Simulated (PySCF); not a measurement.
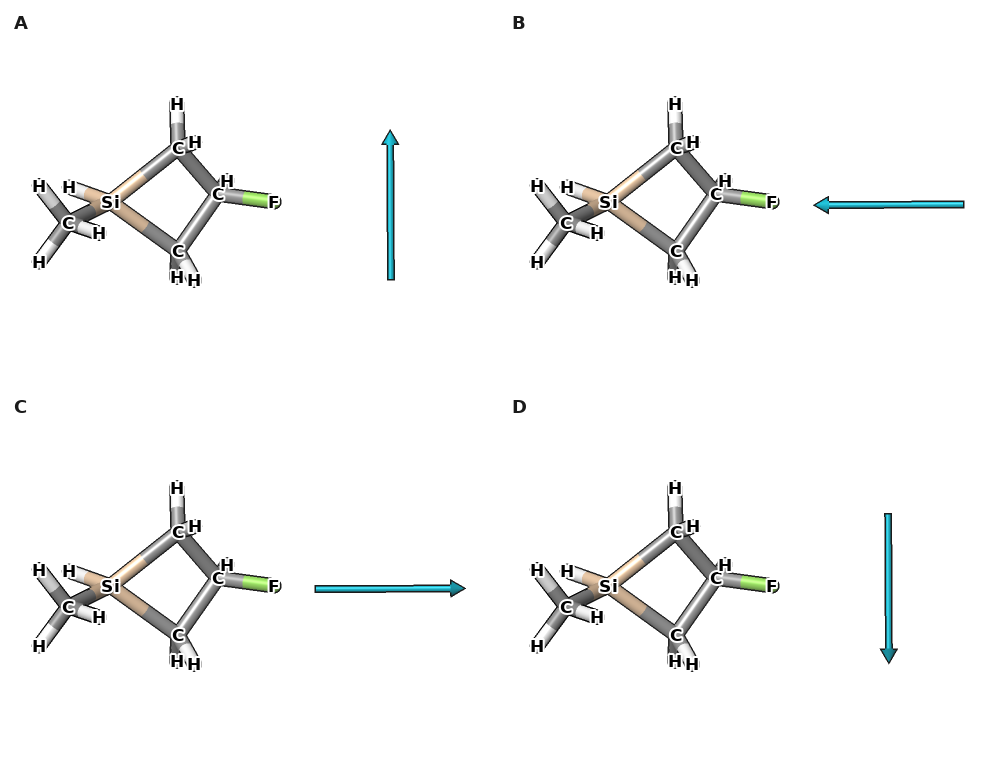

The same molecule four times, each with an arrow. The computed structure is the end point of a GFN2-xTB optimisation. No frequency run is at hand to confirm it as a minimum. Properties computed with ωB97X-D/def2-SVPD, gas phase (PySCF 2.14.0).

### Which arrow points along the dipole moment, from the negative to the positive end?

B. The dipole moment is 2.25 D.

The geometry is semi-empirical. Around Si such bond lengths and angles can be off by a tenth of an ångström or more and by several degrees, and values that hang on the shape move with them.
